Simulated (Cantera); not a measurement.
Charge: 1 mol Fe3O4, 0.42 mol Cl2, 0.082 mol N2, equilibrated at 1.60 bar.

Method: chemical equilibrium by Gibbs-energy minimisation in Cantera with the NASA 1993 tables (ideal gas, pure condensed phases). Candidate condensed phases: Fe, FeCl2, FeCl3, FeO, Fe2O3, Fe3O4; 19 gas species. Mutual solubility and eutectic melting of coexisting phases are not modelled. Condensed phases not in the tables: FeOCl. Equilibrium is a limit: real reactors are often held back by kinetics, nucleation or transport.

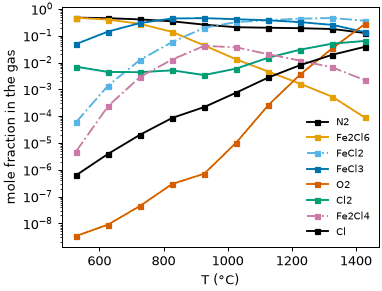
Figure. Equilibrium gas composition (values under 1e-9 drawn at 1e-9)

From 527 °C to 627 °C the condensed part is FeCl2(s) + Fe2O3(s). From 727 °C to 927 °C the condensed part is FeCl2(l) + Fe2O3(s). At 1027 °C the condensed part is Fe2O3(s) + Fe3O4(s). From 1127 °C to 1227 °C the condensed part is Fe2O3(s). From 1327 °C to 1427 °C the condensed part is Fe2O3(s) + Fe3O4(s). The main Fe-bearing gas is Fe2Cl6 at 527 °C and FeCl2 at 1427 °C.
